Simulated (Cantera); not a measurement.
Feed: 1 mol PbO, a varied amount of H2, 0.64 mol N2, held at 1700 °C and 1.33 mbar.

Equilibrium computed with Cantera from the NASA thermochemical tables; the gas is ideal and each condensed phase is pure. Candidate condensed phases: H2O, Pb, PbO, PbO2, Pb3O4; 27 gas species. Equilibrium is a limit: real reactors are often held back by kinetics, nucleation or transport.

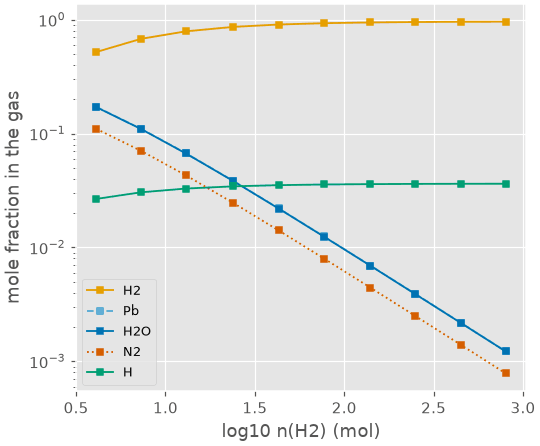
*Equilibrium gas composition (values under 1e-9 drawn at 1e-9)*

From 4.1 mol H2 to 800 mol H2 nothing is condensed. The main Pb-bearing gas is Pb throughout.
